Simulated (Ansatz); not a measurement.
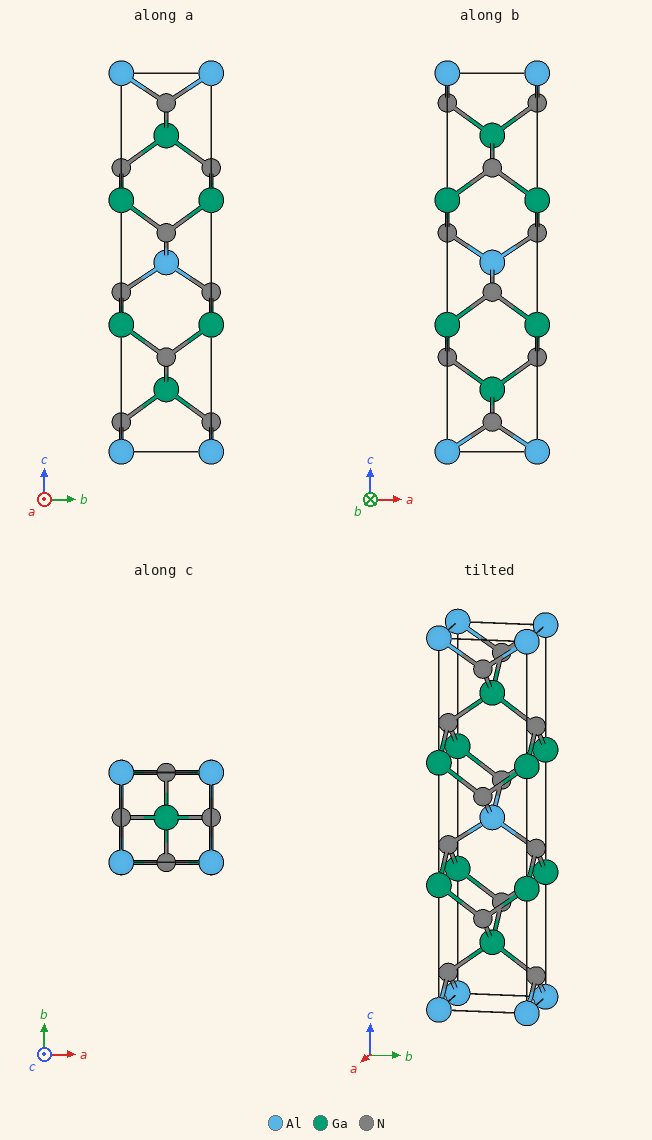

The figure gives a ball-and-stick picture of the atoms, viewed along the a axis, along the b axis, along the c axis and slightly off an axis. The parallelepiped is the conventional unit cell.

Lattice parameters: a = 3.189 Å, b = 3.189 Å, c = 13.430 Å, α = 90.00°, β = 90.00°, γ = 90.00°. Put a along x and b in the xy plane.

### Record the structure as a POSCAR file, with free fractional coordinates to two decimals.

```
Al Ga N
1.0
     3.189    0.000    0.000
     0.000    3.189    0.000
     0.000    0.000   13.430
Al Ga N
2 4 6
Direct
  0.50 0.50 0.50
  0.00 0.00 0.00
  0.00 0.00 0.34
  0.50 0.50 0.16
  0.50 0.50 0.84
  0.00 0.00 0.66
  0.50 0.00 0.42
  0.50 0.00 0.08
  0.00 0.50 0.25
  0.00 0.50 0.92
  0.00 0.50 0.58
  0.50 0.00 0.75
```

It goes back to a structure type filled with these elements by a generator (whether the compound takes this form wasn't checked). It is drawn as it came out of a relaxation with DFT PBE, scalar-relativistic, plane waves, PAW in Ansatz 0.2.0.
